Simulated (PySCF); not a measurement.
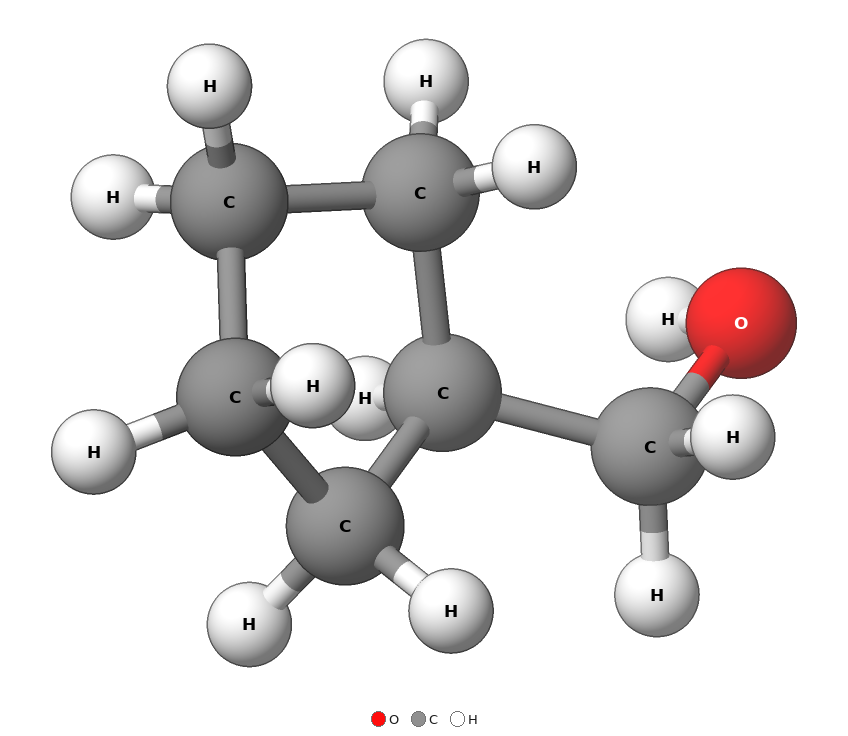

Ball-and-stick drawing of a structure.

The geometry was computed by an optimisation with GFN2-xTB. No frequency run is at hand to confirm it as a minimum.

Which formula does it have?

Answer. C6H12O, 19 atoms: 6 carbon, 12 hydrogen and 1 oxygen.

How many bonds of each kind are drawn?

Answer. 11 C–H, 6 C–C, 1 C–O, 1 O–H.

Which point group does it belong to?

Answer. C1.

The parts below concern this one geometry. Atoms keep their numbers from picture to picture.

### Geometry

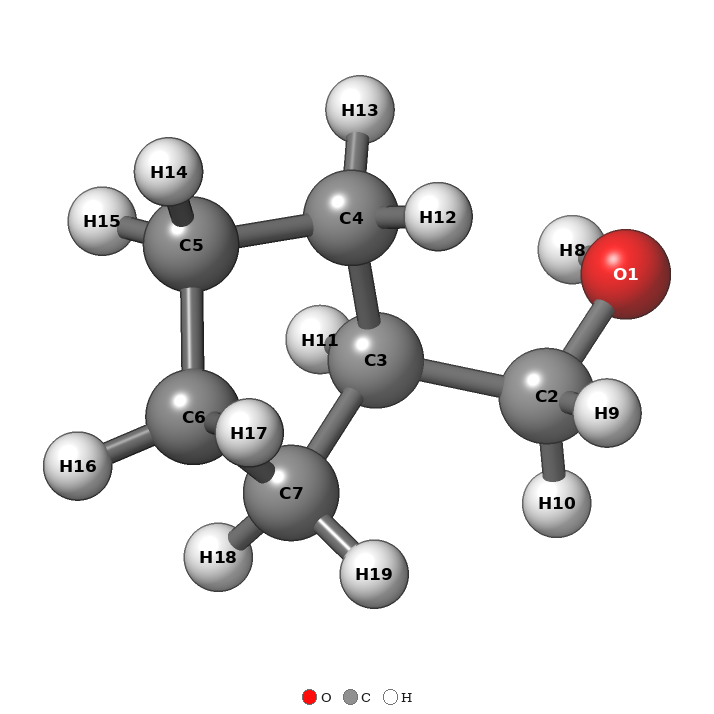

Atoms carry their numbers in the input. No frequency run is at hand to confirm it as a minimum.

How are the neighbours of atom 6 arranged?

Answer. C6 has 4 neighbours (C5 at 1.53, C7 at 1.54, H16 at 1.09, H17 at 1.09 Å); the arrangement is tetrahedral.

How are the neighbours of atom 1 arranged?

Answer. O1 has 2 neighbours (C2 at 1.41, H8 at 0.96 Å); the arrangement is bent.

Describe the coordination of atom 7.

Answer. C7 has 4 neighbours (C3 at 1.54, C6 at 1.54, H18 at 1.09, H19 at 1.09 Å); the arrangement is tetrahedral.

What is the geometry at C4?

Answer. C4 has 4 neighbours (C3 at 1.53, C5 at 1.52, H12 at 1.09, H13 at 1.09 Å); the arrangement is tetrahedral.

What is the dihedral angle C3–C4–C5–C6?

Answer. 42° in size, that is gauche.

### NMR shielding

The questions are on isotropic NMR shieldings of the H atoms. No frequency run is at hand to confirm it as a minimum. Method: GIAO PBE0/pcSseg-1 NMR shielding, non-relativistic, gas phase (PySCF 2.14.0).

List the isotropic NMR shieldings of the H atoms.

```csv
atom,σ (ppm)
H8,31.92
H9,28.43
H10,27.43
H11,29.99
H12,30.61
H13,29.52
H14,29.90
H15,30.31
H16,29.94
H17,30.20
H18,30.01
H19,30.71
```

### Electronic properties

No frequency run is at hand to confirm it as a minimum. Method: PBE0/pcSseg-1, gas phase (PySCF 2.14.0).

Predict the main results.

- dipole moment: 1.70 D
- HOMO energy (Kohn–Sham orbital): −7.57 eV
- LUMO energy (Kohn–Sham orbital): 1.19 eV
- HOMO–LUMO gap: 8.75 eV

### Quadrupole coupling

No frequency run is at hand to confirm it as a minimum. Electric field gradients from the ground-state density, PBE0/pcSseg-1 (PySCF 2.14.0), non-relativistic apart from any core potentials.

Give the largest field-gradient component, the quadrupole coupling constant and the asymmetry for 17O at O1 (Q = −25.6 mb).

```tsv
atom	V_zz (a.u.)	e²qQ/h (MHz)	η
O1	−1.973	11.87	0.92
```
